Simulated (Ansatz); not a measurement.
# A correction line for BHLYP-D4/def2-TZVPP: atomisation energy

The atomisation energy (no zero-point term) in kJ/mol of 6 B-containing molecules: x at BHLYP-D4/def2-TZVPP, y at CCSD(T)/CBS estimate. Shapes, held fixed at every level: PBE0-D4/def2-TZVP. Flexible molecules stand in one conformer, not always the lowest. Programs: Ansatz 0.2.0.

| molecule | x (kJ/mol) | y (kJ/mol) |
| --- | --- | --- |
| B2N2H8 (SMILES [BH2-]1[NH2+][BH2-][NH2+]1) | 4214 | 4271 |
| C2H9BS (SMILES [BH3-][S+](C)C) | 4436 | ? |
| C4H4BN (SMILES b1ccccn1) | 4522 | 4644 |
| P(BH3)(CH3)3 | 6038 | 6104 |
| C4H12B2Cl2 (SMILES C[B-]1(C)[Cl+][B-](C)(C)[Cl+]1) | 7500 | 7631 |
| C6H18B2O2 (SMILES CC[BH-]1[O+](C)[BH-](CC)[O+]1C) | 10837 | 11061 |

Question: Fit y = c + s·x to the known rows and predict y for C2H9BS.

Answer: 
1. Means of the 5 rows: x = 6622.20, y = 6742.2.
2. Σ(Δx)² = 29086629, Σ(Δx·Δy) = 29713687, so the slope is 29713687/29086629 = 1.0216.
3. Intercept: 6742.2 − (1.0216) × 6622.20 = -23.0. The largest residual of the fit is 47.
4. C2H9BS: -23.0 + 1.0216 × 4436 = 4509 kJ/mol.

CCSD(T)/CBS estimate gives 4505 kJ/mol, so the prediction is off by +4 kJ/mol, within the largest residual. Uncorrected, BHLYP-D4/def2-TZVPP misses it by -69 kJ/mol, and the other rows by 120 on average. The line removes about 90 % of this miss. Left out in turn, the other rows are missed by 45 kJ/mol on average. The CBS estimate extrapolates MP2 from def2-TZVPP and def2-QZVPP and adds CCSD(T) − MP2 in the triple-zeta set, cores frozen.

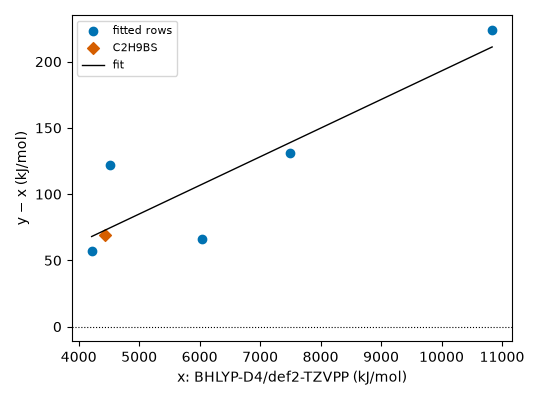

The correction y − x against x, with the fitted line and the withheld molecule.
